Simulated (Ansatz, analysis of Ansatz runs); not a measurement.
# Reproducing a measured migration barrier: interstitial C in bcc Fe, hop from an octahedral to the next octahedral site

How near does this set-up come to the measured migration barrier? Subject: interstitial C in bcc Fe, hop from an octahedral to the next octahedral site. Set-up: PBE, 32-site cell, PBE lattice, 420 eV, k: 4x4x4 Gamma-centred, SCF cut short. The model is a cell of 32 host atoms with 1 C put in. The barrier is the energy of the highest image of a climbing band over the relaxed site that the atom leaves.

**The experiment.** Migration barrier: 0.84 eV, by internal friction, free decay at 2.79 Hz (“Effect of Carbon Content on Microstructure, Properties and Texture of Ultra-Thin Hot Rolled Strip Produced by Endless Roll Technology”, 2021, pmc:8539865).

Main program and level: Ansatz 0.2.0; plane-wave PAW DFT, PBE; relaxation of all atoms of a defect supercell.

## 1. The starting structure

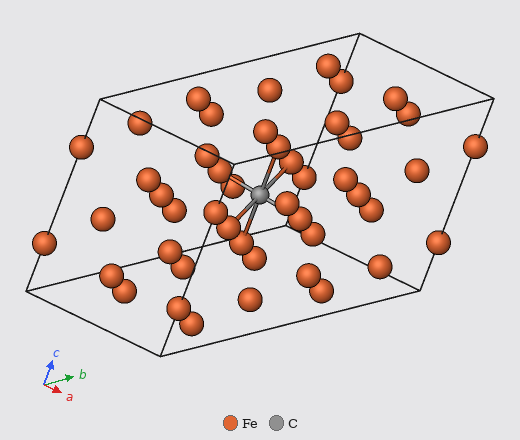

The cell as given, slightly off an axis (iron orange, carbon grey). Some periodic images of atoms are drawn too.

The cell holds 33 atoms: 32 Fe and 1 C. Cell: a = 8.016 Å, b = 8.016 Å, c = 8.016 Å, α = 60.0°, β = 60.0°, γ = 60.0°. It derives from Fe (space group Im-3m). Nearest the centre at fractional (0.375, 0.375, 0.625): C33 at 0.00 Å, Fe7 at 1.42 Å, Fe29 at 1.42 Å, Fe22 at 2.00 Å, Fe14 at 2.00 Å, Fe4 at 2.00 Å, Fe8 at 2.00 Å, Fe21 at 3.17 Å.

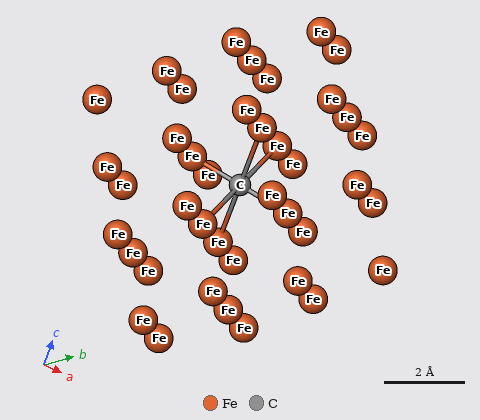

The atoms within 5 Å of the centre.

The host's primitive cell comes from a first run (plane-wave PAW DFT, PBE; relaxation of the host's cell and atoms): vectors of 2.454, 2.454 and 2.454 Å. That is 11.38 Å³ an atom, 3.0 % under the diffraction cell's volume. The supercell is built on it.

## 2. Relaxation, charge 0

A barrier counts from a true minimum, so both ends of the jump are relaxed first.

The input, start/input.yaml:

```yaml
relax:
  f_tol: 0.02
  max_steps: 80
  escape_saddle: false
crystal:
  lattice:
    - [0.0, 5.66797142, 5.66797142]
    - [5.66797142, 0.0, 5.66797142]
    - [5.66797142, 5.66797142, 0.0]
  atoms:
    - { symbol: Fe, position: [0.0, 0.0, 0.0], spin: 2.3 }
    - { symbol: Fe, position: [0.125, 0.125, 0.125], spin: 2.3 }
    - { symbol: Fe, position: [0.25, 0.25, 0.25], spin: 2.3 }
    - { symbol: Fe, position: [0.375, 0.375, 0.375], spin: 2.3 }
    - { symbol: Fe, position: [0.0, 0.0, 0.5], spin: 2.3 }
    - { symbol: Fe, position: [0.125, 0.125, 0.625], spin: 2.3 }
    - { symbol: Fe, position: [0.25, 0.25, 0.75], spin: 2.3 }
    - { symbol: Fe, position: [0.375, 0.375, 0.875], spin: 2.3 }
    - { symbol: Fe, position: [0.0, 0.5, 0.0], spin: 2.3 }
    - { symbol: Fe, position: [0.125, 0.625, 0.125], spin: 2.3 }
    - { symbol: Fe, position: [0.25, 0.75, 0.25], spin: 2.3 }
    - { symbol: Fe, position: [0.375, 0.875, 0.375], spin: 2.3 }
    - { symbol: Fe, position: [0.0, 0.5, 0.5], spin: 2.3 }
    - { symbol: Fe, position: [0.125, 0.625, 0.625], spin: 2.3 }
    - { symbol: Fe, position: [0.25, 0.75, 0.75], spin: 2.3 }
    - { symbol: Fe, position: [0.375, 0.875, 0.875], spin: 2.3 }
    - { symbol: Fe, position: [0.5, 0.0, 0.0], spin: 2.3 }
    - { symbol: Fe, position: [0.625, 0.125, 0.125], spin: 2.3 }
    - { symbol: Fe, position: [0.75, 0.25, 0.25], spin: 2.3 }
    - { symbol: Fe, position: [0.875, 0.375, 0.375], spin: 2.3 }
    - { symbol: Fe, position: [0.5, 0.0, 0.5], spin: 2.3 }
    - { symbol: Fe, position: [0.625, 0.125, 0.625], spin: 2.3 }
    - { symbol: Fe, position: [0.75, 0.25, 0.75], spin: 2.3 }
    - { symbol: Fe, position: [0.875, 0.375, 0.875], spin: 2.3 }
    - { symbol: Fe, position: [0.5, 0.5, 0.0], spin: 2.3 }
    - { symbol: Fe, position: [0.625, 0.625, 0.125], spin: 2.3 }
    - { symbol: Fe, position: [0.75, 0.75, 0.25], spin: 2.3 }
    - { symbol: Fe, position: [0.875, 0.875, 0.375], spin: 2.3 }
    - { symbol: Fe, position: [0.5, 0.5, 0.5], spin: 2.3 }
    - { symbol: Fe, position: [0.625, 0.625, 0.625], spin: 2.3 }
    - { symbol: Fe, position: [0.75, 0.75, 0.75], spin: 2.3 }
    - { symbol: Fe, position: [0.875, 0.875, 0.875], spin: 2.3 }
    - { symbol: C, position: [0.375, 0.375, 0.625] }
basis:
  ecutwfc: 420
  xc_grid: 2
hamiltonian:
  xc: pbe
kpoints:
  mp_grid: { grid: [4, 4, 4] }
magnetization:
  spin_polarized: true
scf:
  occupations: { method: methfessel_paxton, width: 0.1 }
  max_iter: 5
output:
  forces: true
checkpoint:
  write: "../start.run"
  compress: false
  write_wavefunctions: true
  write_every: 100000
```

Launch:

```sh
$ ansatz run input.yaml --threads 4 --pin off --max-ram 14131MiB --backend cpu --events-out ev --progress --plain --runs-dir out
```

Numbers of over 12 decimals in the logs are rounded to 6 here.

The program printed:

```text
[... repeated set-up lines and file paths are left out, and long positions are rounded to six places ...]
Engine: ansatz 0.2.0, aarch64-unknown-linux-gnu
Pseudopotentials: kind: paw
Pseudopotential: Fe, paw, valence charge 16, recommended cutoff 420 eV (normal), Fe.paw.azcp
Pseudopotential: C, paw, valence charge 4, recommended cutoff 420 eV (normal), C.paw.azcp
Functional definition: PBE
  parameter kappa = 0.804
  parameter beta = 0.066725
  exchange = pbe_x(kappa = kappa, mu = beta*pi^2/3)
  correlation = pbe_c(beta = beta)
Crystal: 33 atoms, lattice volume = 364.177 Å³
Basis set: ecut = 420 eV, 7119 PW (Γ), exchange–correlation on 108×108×108 points (8 copies of the dense FFT grid, shifted against one another)
Bands: 354, of which v1, the nominal top of the filled ones, is band 258 counted from 1 (257 counted from 0)
Symmetry: 16 space group operations
Space group: I4/mmm (ITA 139), of the structure as read, at distance tolerance 7.1e-5 Å
Magnetic group: BNS 139.531 (UNI 1191), of the structure as read, at distance tolerance 7.1e-5 Å
k-points: 13 of 64
Non-local potential: Fe, projectors of the file, l = 0: 3, l = 1: 2, l = 2: 3, l = 3: 1
Non-local potential: C, projectors of the file, l = 0: 2, l = 1: 2, l = 2: 1
PAW form: soft (Blöchl's): semilocal exchange-correlation on the pseudo side does not see the compensation charge
PAW one-centre angular grid: Fe, 590 points (default); XC on 64 Gauss nodes
PAW one-centre angular grid: C, 110 points (default); XC on 64 Gauss nodes
Initial density: superposition of atomic densities (chi_scale 0.1, normalization cell, long waves kept (reshape's long-wave potential 0.12 eV rms))
Starting moments: Σ|m| = 73.6 μB on 32 of 33 sites
Initial wavefunctions: pseudopotential atomic-orbital guess
Functional: x = pbe(κ = 0.804, μ = 0.219515), c = pbe(β = 0.066725)
SCF iter   1: F=—  HF=-143618.979117 eV  |F-HF|=—  |Δ(HF+E_count)|=         —  Δρ=6.19e-2 (↑4.64e-2 ↓6.19e-2)  dr2=2.73e1  dr2_m=3.09e0  M=67.980 μB ∫|m|=68.595 μB  β_m=0.30  ethr=3.10e-3  ⟨swp⟩=4.5  Hψ=26709  notcnv=0  defer=298
preconditioner: auto → Kerker (q_TF=auto, 2.891 Å⁻¹)  [metal: Δε(μ)=0.005 eV  Ē_g=7.396 eV  σ=0.100 eV  W_gap=0.04  n_scr=168 (ndim 8)  ℏωp=31.4 eV  f_vac=0.000  D(μ)=31.88/eV (n_scr^D=386)]
spin=Collinear: Kerker preconditioning applied to the charge; magnetization (m = ρ↑ − ρ↓) channel mixes plain (no charge-response kernel on spin).
SCF iter   2: F=—  HF=-143619.338576 eV  |F-HF|=—  |Δ(HF+E_count)|=   3.59e-1  S|Δr|=    0.00e0  Δρ=5.50e-2 (↑3.37e-2 ↓5.50e-2)  dr2=2.09e1  dr2_m=2.29e0  M=67.193 μB ∫|m|=68.356 μB  β_m=0.30  ethr=3.10e-3  ⟨swp⟩=2.1  Hψ=14591  notcnv=0  defer=1332
SCF iter   3: F=—  HF=-143619.942186 eV  |F-HF|=—  |Δ(HF+E_count)|=   6.04e-1  S|Δr|=    0.00e0  Δρ=4.26e-2 (↑2.98e-2 ↓4.26e-2)  dr2=1.63e1  dr2_m=1.64e0  M=68.284 μB ∫|m|=69.939 μB  β_m=0.30  ethr=3.10e-3  ⟨swp⟩=1.2  Hψ=22994  notcnv=0
SCF iter   4: F=—  HF=-143619.553762 eV  |F-HF|=—  |Δ(HF+E_count)|=   3.88e-1  S|Δr|=    0.00e0  Δρ=2.31e-2 (↑1.81e-2 ↓2.31e-2)  dr2=1.65e0  dr2_m=1.09e0  M=68.350 μB ∫|m|=70.452 μB  β_m=0.30  ethr=3.10e-3  ⟨swp⟩=1.0  Hψ=22587  notcnv=0
SCF iter   5: F=—  HF=-143619.936773 eV  |F-HF|=—  |Δ(HF+E_count)|=   3.83e-1  S|Δr|=    0.00e0  Δρ=1.80e-2 (↑1.37e-2 ↓1.80e-2)  dr2=4.36e-1  dr2_m=7.40e-1  M=68.313 μB ∫|m|=70.809 μB  β_m=0.30  ethr=3.20e-4  ⟨swp⟩=1.5  Hψ=22842  notcnv=0
Error: did not converge after 5 iterations: onsite_residual = 9.01e-1 (threshold 1.00e-5), under the density mixer `msr1`, which `scf.mixing.algorithm: auto` chose by the deck's other keys (type `scf.mixing.algorithm: msr1` to keep it); [...]
```

The job ended after 59 s (4 threads of Arm Neoverse V1, shared host; peak memory 4 GiB).

Reading the cycles: dr2 is the Hartree energy of the density residual (eV), the measure of convergence; HF is the Harris–Foulkes estimate of the energy, which meets the free energy F at convergence.

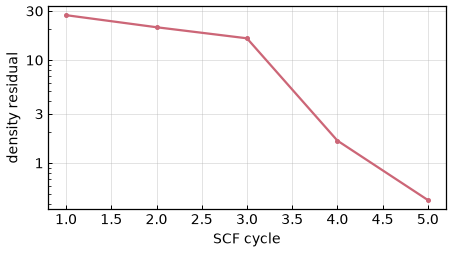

Residual by cycle in this run.

The run stopped without converging, so none of its numbers is a property of the system.

After 5 cycles the residual stands at 0.44. The cap of 5 cycles in the input ended the loop.

The program's message: “Error: did not converge after 5 iterations: onsite_residual = 9.01e-1 (threshold 1.00e-5), under the density mixer `msr1`, which `scf.mixing.algorithm: auto` chose by the deck's other keys (type `scf. …”

## 3. Outcome

The migration barrier was not obtained, because the step “relaxation, charge 0” did not converge; the cause lies in the set-up: too few SCF iterations.

[Logs are printed without paths, hosts, clocks, repeated set-up lines and the standing remarks that a program may print on its own settings, such as how far it seeks lower states.]

[Hosts, paths, dates, database ids (printed as entryN), source tags and the programs' standing remarks are cut or masked in the printed files.]

[For some hosts the program warned that the k-mesh of the response run may be too coarse for force constants and the static dielectric constant; such warnings are not shown here.]
